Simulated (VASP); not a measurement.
Band structure of GeMo (relaxed from the WC structure, space group P-6m2). Calculation: r2SCAN meta-GGA, VASP's PBE PAW potentials (set 64) (plane waves; VASP 6.6.1).

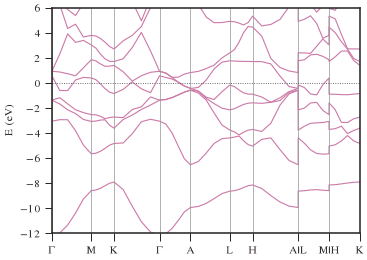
Figure: Bands along high-symmetry lines, zero at the valence-band maximum or, without a gap, the Fermi level

Read the plot: is there a gap, and where are the band edges?

It has no gap at this level: it comes out as a metal or semimetal.

The structure was generated: GeMo was put into the WC type (P-6m2), which need not be its known phase. It was relaxed first, which changed the volume by -15 %.
